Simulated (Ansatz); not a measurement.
# GeNH2 (quartet): B2PLYP, RPA-PBE over vertical spin and charge gaps, cc-pVTZ

Aim: run GeNH2 (quartet) with these functionals over vertical spin and charge gaps, and hold them against the top wave-function level at the same points.

The runs use Ansatz 0.2.0, Gaussian basis; cc-pVTZ, all electrons in the functionals, frozen cores in the correlation of double hybrids and RPA.

The runs, in order: B2PLYP, RPA-PBE, at charge 0, quartet; charge 0, doublet; charge 0, sextet; charge 1, triplet; charge 1, quintet.

3 further runs of the same task are left out: 3 set aside as unsound or not needed.

**1. The system**

The geometry is a PBE0/def2-TZVP stationary point (not a proven minimum). No spin-orbit coupling is included. The filled d shell of Ge may be among the frozen orbitals whatever the setting's name suggests; the logs give the count.

4 atoms, charge 0, spin multiplicity 4.

Atoms are counted from 1 here; the program's logs count them from 0.

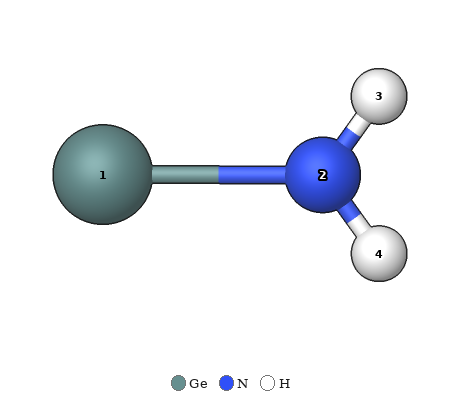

The geometry (germanium teal, nitrogen blue, hydrogen white); atoms are numbered from 1 in the order of the file.

No dispersion term is added.

The geometry shown and the zero of energy belong to the point charge 0, quartet. The yardstick, UCCSDT(Q), and other wave-function levels (R restricted, U unrestricted, valence and pair active spaces) come from earlier runs.

**2. B2PLYP, charge 0, quartet**

in.yaml reads:

```yaml
crystal:
  periodic: [false, false, false]
  atoms:
    - {symbol: Ge, position_ang: [0.000000, 0.000000, 0.431903]}
    - {symbol: N, position_ang: [0.000000, 0.000000, -1.883353]}
    - {symbol: H, position_ang: [0.000000, 0.830871, -2.477269]}
    - {symbol: H, position_ang: [0.000000, -0.830871, -2.477269]}
basis:
  gaussian: {orbitals: cc-pVTZ}
magnetization: {spin_polarized: true, initial_magnetization: 3}
hamiltonian: {xc: {name: B2PLYP}}
correlation: {electrons: outside_noble_gas}
```

Run with:

```console
$ ansatz run in.yaml --threads 2 --pin off --events-out ev --progress --plain --max-ram 24576MiB --backend cuda --devices 0, --max-vram 18GiB
```

The log of the run:

```text
Functional definition: B2PLYP
  name "B2PLYP"
  cite "Grimme, J. Chem. Phys. 124, 034108 (2006) doi:10.1063/1.2148954"
  cite "Becke, Phys. Rev. A 38, 3098 (1988) doi:10.1103/PhysRevA.38.3098"
  cite "Lee, Yang & Parr, Phys. Rev. B 37, 785 (1988) doi:10.1103/PhysRevB.37.785"
  parameter a = 0.53
  parameter c = 0.27
  exchange = (1 - a)*b88_x + a*exact_x
  correlation = (1 - c)*lyp_c + c*(mp2_os + mp2_ss)
624 factors; integrals over basis functions are off by at most 8.7e-4 eV
mean field evaluation 1: about -58023.0159 eV, gradient 1.6e1 eV
mean field evaluation 2: about -58023.0370 eV, gradient 1.6e1 eV
mean field evaluation 4: about -58023.9951 eV, gradient 1.4e0 eV
mean field evaluation 8: about -58024.0078 eV, gradient 4.7e-2 eV
mean field evaluation 16: about -58024.0078 eV, gradient 1.2e-4 eV
mean field -58024.00781657 eV, -2132.3429571740 hartree, gradient 5.9e-7 eV, S^2 3.764329; 0 other end points of the search recorded, 0 dependent functions left out
15 core orbitals not correlated: weight in the atoms' cores, before any rotation towards them, 0.999 or more for the frozen orbitals, at most 0.000 for the correlated occupied ones
reference -58024.00793366 eV, -2132.3429614769 hartree; 7, 4 occupied and 79, 82 virtual orbitals, 624 factors
second order -8.00734492 eV of doubles, -0.00000000 eV of singles
Total energy: -58026.16991679 eV, -2132.4224128914 hartree
```

It took 6 s on 1 × H100 (card shared with other runs) with 2 threads of AMD EPYC 7R13, shared host; peak host memory 0.77 GiB.

From the report: ⟨S²⟩ of the determinant 3.764 (pure quartet: 3.75).

**3. B2PLYP, charge 0, doublet**

in.yaml: that of step 2 with these lines changed.

```diff
@@ -9,3 +9,3 @@
   gaussian: {orbitals: cc-pVTZ}
-magnetization: {spin_polarized: true, initial_magnetization: 3}
+magnetization: {spin_polarized: true, initial_magnetization: 1}
 hamiltonian: {xc: {name: B2PLYP}}
```

The command is unchanged.

The log of the run, shortened:

```text
Functional definition: B2PLYP
  name "B2PLYP"
  cite "Grimme, J. Chem. Phys. 124, 034108 (2006) doi:10.1063/1.2148954"
  cite "Becke, Phys. Rev. A 38, 3098 (1988) doi:10.1103/PhysRevA.38.3098"
  cite "Lee, Yang & Parr, Phys. Rev. B 37, 785 (1988) doi:10.1103/PhysRevB.37.785"
[...]
624 factors; integrals over basis functions are off by at most 8.7e-4 eV
[...]
mean field -58025.23676220 eV, -2132.3881200929 hartree, gradient 5.8e-6 eV, S^2 0.770828; 6 other end points of the search recorded, 0 dependent functions left out
15 core orbitals not correlated: weight in the atoms' cores, before any rotation towards them, 1.000 or more for the frozen orbitals, at most 0.000 for the correlated occupied ones
reference -58025.23688034 eV, -2132.3881244342 hartree; 6, 5 occupied and 80, 81 virtual orbitals, 624 factors
second order -10.45010647 eV of doubles, -0.00000000 eV of singles
Total energy: -58028.05840908 eV, -2132.4918137031 hartree
```

Run time: 9 s. Hardware: 1 × H100 (card shared with other runs) with 2 threads of AMD EPYC 7R13, shared host; peak host memory 0.76 GiB.

From the report: ⟨S²⟩ of the determinant 0.771 (pure doublet: 0.75).

From charge 0, quartet: -1.888 eV.

**4. B2PLYP, charge 0, sextet**

in.yaml: that of step 3 with these lines changed.

```diff
@@ -9,3 +9,3 @@
   gaussian: {orbitals: cc-pVTZ}
-magnetization: {spin_polarized: true, initial_magnetization: 1}
+magnetization: {spin_polarized: true, initial_magnetization: 5}
 hamiltonian: {xc: {name: B2PLYP}}
```

The command is unchanged.

The log of the run, shortened:

```text
Functional definition: B2PLYP
  name "B2PLYP"
  cite "Grimme, J. Chem. Phys. 124, 034108 (2006) doi:10.1063/1.2148954"
  cite "Becke, Phys. Rev. A 38, 3098 (1988) doi:10.1103/PhysRevA.38.3098"
  cite "Lee, Yang & Parr, Phys. Rev. B 37, 785 (1988) doi:10.1103/PhysRevB.37.785"
[...]
626 factors; integrals over basis functions are off by at most 8.6e-4 eV
[...]
mean field -58018.81339711 eV, -2132.1520657794 hartree, gradient 5.4e-6 eV, S^2 8.758743; 0 other end points of the search recorded, 0 dependent functions left out
15 core orbitals not correlated: weight in the atoms' cores, before any rotation towards them, 0.999 or more for the frozen orbitals, at most 0.000 for the correlated occupied ones
reference -58018.81351734 eV, -2132.1520701980 hartree; 8, 3 occupied and 78, 83 virtual orbitals, 626 factors
second order -7.28286101 eV of doubles, -0.00000000 eV of singles
Total energy: -58020.77988981 eV, -2132.2243330536 hartree
```

Wall time 6 s (1 × H100 (card shared with other runs) with 2 threads of AMD EPYC 7R13, shared host); peak host memory 0.76 GiB.

From the report: ⟨S²⟩ of the determinant 8.759 (pure sextet: 8.75).

From charge 0, quartet: +5.390 eV.

**5. B2PLYP, charge 1, triplet**

in.yaml: that of step 4 with these lines changed.

```diff
@@ -9,3 +9,4 @@
   gaussian: {orbitals: cc-pVTZ}
-magnetization: {spin_polarized: true, initial_magnetization: 5}
+total_charge: 1
+magnetization: {spin_polarized: true, initial_magnetization: 2}
 hamiltonian: {xc: {name: B2PLYP}}
```

Same command.

The log of the run, shortened:

```text
Functional definition: B2PLYP
  name "B2PLYP"
  cite "Grimme, J. Chem. Phys. 124, 034108 (2006) doi:10.1063/1.2148954"
  cite "Becke, Phys. Rev. A 38, 3098 (1988) doi:10.1103/PhysRevA.38.3098"
  cite "Lee, Yang & Parr, Phys. Rev. B 37, 785 (1988) doi:10.1103/PhysRevB.37.785"
[...]
624 factors; integrals over basis functions are off by at most 8.7e-4 eV
[...]
mean field -58017.70163683 eV, -2132.1112093427 hartree, gradient 1.9e-6 eV, S^2 2.013098; 5 other end points of the search recorded, 0 dependent functions left out
15 core orbitals not correlated: weight in the atoms' cores, before any rotation towards them, 1.000 or more for the frozen orbitals, at most 0.000 for the correlated occupied ones
reference -58017.70175561 eV, -2132.1112137080 hartree; 6, 4 occupied and 80, 82 virtual orbitals, 624 factors
second order -7.61165897 eV of doubles, -0.00000000 eV of singles
Total energy: -58019.75690353 eV, -2132.1867390012 hartree
```

Run time: 10 s. Hardware: 1 × H100 (card shared with other runs) with 2 threads of AMD EPYC 7R13, shared host; peak host memory 0.77 GiB.

From the report: ⟨S²⟩ of the determinant 2.013 (pure triplet: 2.00).

From charge 0, quartet: +6.413 eV.

**6. B2PLYP, charge 1, quintet**

in.yaml: that of step 5 with these lines changed.

```diff
@@ -10,3 +10,3 @@
 total_charge: 1
-magnetization: {spin_polarized: true, initial_magnetization: 2}
+magnetization: {spin_polarized: true, initial_magnetization: 4}
 hamiltonian: {xc: {name: B2PLYP}}
```

Launched as before.

The log of the run, shortened:

```text
Functional definition: B2PLYP
  name "B2PLYP"
  cite "Grimme, J. Chem. Phys. 124, 034108 (2006) doi:10.1063/1.2148954"
  cite "Becke, Phys. Rev. A 38, 3098 (1988) doi:10.1103/PhysRevA.38.3098"
  cite "Lee, Yang & Parr, Phys. Rev. B 37, 785 (1988) doi:10.1103/PhysRevB.37.785"
[...]
624 factors; integrals over basis functions are off by at most 8.7e-4 eV
[...]
mean field -58013.44389182 eV, -2131.9547400998 hartree, gradient 7.9e-6 eV, S^2 6.020613; 2 other end points of the search recorded, 0 dependent functions left out
15 core orbitals not correlated: weight in the atoms' cores, before any rotation towards them, 1.000 or more for the frozen orbitals, at most 0.000 for the correlated occupied ones
reference -58013.44401211 eV, -2131.9547445203 hartree; 7, 3 occupied and 79, 83 virtual orbitals, 624 factors
second order -6.79459533 eV of doubles, -0.00000000 eV of singles
Total energy: -58015.27855285 eV, -2132.0221626490 hartree
```

Run time: 6 s. Hardware: 1 × H100 (card shared with other runs) with 2 threads of AMD EPYC 7R13, shared host; peak host memory 0.76 GiB.

From the report: ⟨S²⟩ of the determinant 6.021 (pure quintet: 6.00).

From charge 0, quartet: +10.891 eV.

**7. RPA-PBE, charge 0, quartet**

in.yaml: that of step 6 with these lines changed.

```diff
@@ -9,5 +9,4 @@
   gaussian: {orbitals: cc-pVTZ}
-total_charge: 1
-magnetization: {spin_polarized: true, initial_magnetization: 4}
-hamiltonian: {xc: {name: B2PLYP}}
-correlation: {electrons: outside_noble_gas}
+magnetization: {spin_polarized: true, initial_magnetization: 3}
+hamiltonian: {xc: {name: PBE}}
+correlation: {method: rpa, electrons: outside_noble_gas}
```

The command is unchanged.

The log of the run, shortened:

```text
Functional definition: PBE
  name "PBE"
  cite "Perdew, Burke & Ernzerhof, Phys. Rev. Lett. 77, 3865 (1996) doi:10.1103/PhysRevLett.77.3865"
  parent pbe
[...]
624 factors; integrals over basis functions are off by at most 8.7e-4 eV
[...]
mean field -58028.10628761 eV, -2132.4935732067 hartree, gradient 3.0e-6 eV, S^2 3.756003; 12 other end points of the search recorded, 0 dependent functions left out
15 core orbitals not correlated: weight in the atoms' cores, before any rotation towards them, 0.999 or more for the frozen orbitals, at most 0.001 for the correlated occupied ones
reference -57985.61482704 eV, -2130.9320408323 hartree; 7, 4 occupied and 79, 82 virtual orbitals, 624 factors
Total energy: -57997.98811166 eV, -2131.3867506553 hartree
```

Run time: 10 s. Hardware: 1 × H100 (card shared with other runs) with 2 threads of AMD EPYC 7R13, shared host; peak host memory 0.84 GiB.

From the report: ⟨S²⟩ of the determinant 3.756 (pure quartet: 3.75).

**8. RPA-PBE, charge 0, doublet**

in.yaml: that of step 7 with these lines changed.

```diff
@@ -9,3 +9,3 @@
   gaussian: {orbitals: cc-pVTZ}
-magnetization: {spin_polarized: true, initial_magnetization: 3}
+magnetization: {spin_polarized: true, initial_magnetization: 1}
 hamiltonian: {xc: {name: PBE}}
```

Launched as before.

The log of the run, shortened:

```text
Functional definition: PBE
  name "PBE"
  cite "Perdew, Burke & Ernzerhof, Phys. Rev. Lett. 77, 3865 (1996) doi:10.1103/PhysRevLett.77.3865"
  parent pbe
[...]
624 factors; integrals over basis functions are off by at most 8.7e-4 eV
[...]
mean field -58030.19207628 eV, -2132.5702245264 hartree, gradient 1.6e-6 eV, S^2 0.774558; 6 other end points of the search recorded, 0 dependent functions left out
15 core orbitals not correlated: weight in the atoms' cores, before any rotation towards them, 0.999 or more for the frozen orbitals, at most 0.000 for the correlated occupied ones
reference -57985.55243308 eV, -2130.9297478967 hartree; 6, 5 occupied and 80, 81 virtual orbitals, 624 factors
Total energy: -57999.88369555 eV, -2131.4564120781 hartree
```

Wall time 19 s (1 × H100 (card shared with other runs) with 2 threads of AMD EPYC 7R13, shared host); peak host memory 0.85 GiB.

From the report: ⟨S²⟩ of the determinant 0.775 (pure doublet: 0.75).

From charge 0, quartet: -1.896 eV.

**9. RPA-PBE, charge 0, sextet**

in.yaml: that of step 8 with these lines changed.

```diff
@@ -9,3 +9,3 @@
   gaussian: {orbitals: cc-pVTZ}
-magnetization: {spin_polarized: true, initial_magnetization: 1}
+magnetization: {spin_polarized: true, initial_magnetization: 5}
 hamiltonian: {xc: {name: PBE}}
```

The command is unchanged.

The log of the run, shortened:

```text
Functional definition: PBE
  name "PBE"
  cite "Perdew, Burke & Ernzerhof, Phys. Rev. Lett. 77, 3865 (1996) doi:10.1103/PhysRevLett.77.3865"
  parent pbe
[...]
626 factors; integrals over basis functions are off by at most 8.6e-4 eV
[...]
mean field -58022.82633178 eV, -2132.2995384088 hartree, gradient 2.7e-6 eV, S^2 8.753756; 0 other end points of the search recorded, 0 dependent functions left out
15 core orbitals not correlated: weight in the atoms' cores, before any rotation towards them, 0.999 or more for the frozen orbitals, at most 0.001 for the correlated occupied ones
reference -57981.12307193 eV, -2130.7669718767 hartree; 8, 3 occupied and 78, 83 virtual orbitals, 626 factors
Total energy: -57992.89841787 eV, -2131.1997078583 hartree
```

Run time: 8.5 s. Hardware: 1 × H100 (card shared with other runs) with 2 threads of AMD EPYC 7R13, shared host; peak host memory 0.84 GiB.

From the report: ⟨S²⟩ of the determinant 8.754 (pure sextet: 8.75).

From charge 0, quartet: +5.090 eV.

**10. RPA-PBE, charge 1, triplet**

in.yaml: that of step 9 with these lines changed.

```diff
@@ -9,3 +9,4 @@
   gaussian: {orbitals: cc-pVTZ}
-magnetization: {spin_polarized: true, initial_magnetization: 5}
+total_charge: 1
+magnetization: {spin_polarized: true, initial_magnetization: 2}
 hamiltonian: {xc: {name: PBE}}
```

Same command.

The log of the run, shortened:

```text
Functional definition: PBE
  name "PBE"
  cite "Perdew, Burke & Ernzerhof, Phys. Rev. Lett. 77, 3865 (1996) doi:10.1103/PhysRevLett.77.3865"
  parent pbe
[...]
624 factors; integrals over basis functions are off by at most 8.7e-4 eV
[...]
mean field -58021.60741553 eV, -2132.2547440627 hartree, gradient 1.3e-6 eV, S^2 2.005779; 10 other end points of the search recorded, 0 dependent functions left out
15 core orbitals not correlated: weight in the atoms' cores, before any rotation towards them, 0.999 or more for the frozen orbitals, at most 0.000 for the correlated occupied ones
reference -57979.46264943 eV, -2130.7059524752 hartree; 6, 4 occupied and 80, 82 virtual orbitals, 624 factors
Total energy: -57991.34758638 eV, -2131.1427158523 hartree
```

Run time: 7 s. Hardware: 1 × H100 (card shared with other runs) with 2 threads of AMD EPYC 7R13, shared host; peak host memory 0.84 GiB.

From the report: ⟨S²⟩ of the determinant 2.006 (pure triplet: 2.00).

From charge 0, quartet: +6.641 eV.

**11. RPA-PBE, charge 1, quintet**

in.yaml: that of step 10 with these lines changed.

```diff
@@ -10,3 +10,3 @@
 total_charge: 1
-magnetization: {spin_polarized: true, initial_magnetization: 2}
+magnetization: {spin_polarized: true, initial_magnetization: 4}
 hamiltonian: {xc: {name: PBE}}
```

Launched as before.

The log of the run, shortened:

```text
Functional definition: PBE
  name "PBE"
  cite "Perdew, Burke & Ernzerhof, Phys. Rev. Lett. 77, 3865 (1996) doi:10.1103/PhysRevLett.77.3865"
  parent pbe
[...]
624 factors; integrals over basis functions are off by at most 8.7e-4 eV
[...]
mean field -58017.12873862 eV, -2132.0901557221 hartree, gradient 6.1e-7 eV, S^2 6.006079; 7 other end points of the search recorded, 0 dependent functions left out
15 core orbitals not correlated: weight in the atoms' cores, before any rotation towards them, 0.999 or more for the frozen orbitals, at most 0.000 for the correlated occupied ones
reference -57976.03950269 eV, -2130.5801541530 hartree; 7, 3 occupied and 79, 83 virtual orbitals, 624 factors
Total energy: -57987.14244705 eV, -2130.9881798321 hartree
```

Wall time 9.5 s (1 × H100 (card shared with other runs) with 2 threads of AMD EPYC 7R13, shared host); peak host memory 0.85 GiB.

From the report: ⟨S²⟩ of the determinant 6.006 (pure quintet: 6.00).

From charge 0, quartet: +10.846 eV.

**12. Against the wave-function levels**

The yardstick is UCCSDT(Q), where the cluster series has nearly closed. It comes from earlier runs at the same points. Energies in eV, counted from charge 0, quartet; blanks weren't run or aren't comparable.

| level | quartet to doublet | quartet to sextet | ionisation to the triplet cation | ionisation to the quintet cation |
| --- | --- | --- | --- | --- |
| UCCSDT(Q) |  |  | 6.500 |  |
| B2PLYP | -1.888 | 5.390 | 6.413 | 10.891 |
| RPA-PBE | -1.896 | 5.090 | 6.641 | 10.846 |

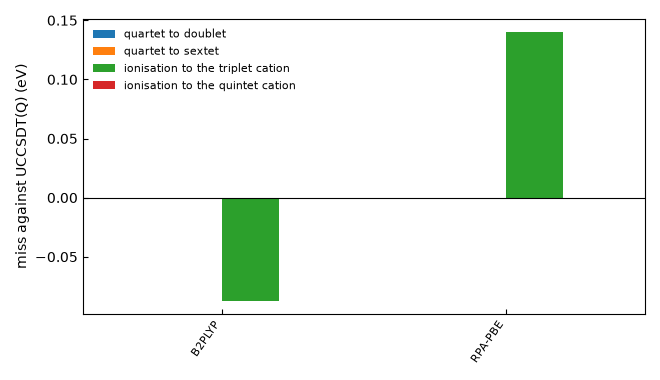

Misses of the gaps against UCCSDT(Q).

Largest miss and mean time a point (UCCSDT(Q) took 34 s a point; shared hosts):

| level | largest miss (eV) | where | time a point |
| --- | --- | --- | --- |
| B2PLYP | -0.087 | ionisation to the triplet cation | 7.4 s |
| RPA-PBE | +0.140 | ionisation to the triplet cation | 11 s |

**13. Outcome**

```
                                   quantity                                         value
ionisation to the triplet cation, UCCSDT(Q)                                      6.500 eV
                       largest miss, B2PLYP  -0.087 eV (ionisation to the triplet cation)
                      largest miss, RPA-PBE  +0.140 eV (ionisation to the triplet cation)
```

**Reading.** Misses are known at 1 of 4 points at best, and only functionals with that many are ranked. Of the functionals, B2PLYP keep the smallest largest miss at the points compared (at most 0.087 eV) and RPA-PBE strays most (0.140 eV, at ionisation to the triplet cation). Functionals and the yardstick converge differently with the basis, so part of each miss in cc-pVTZ is the basis.
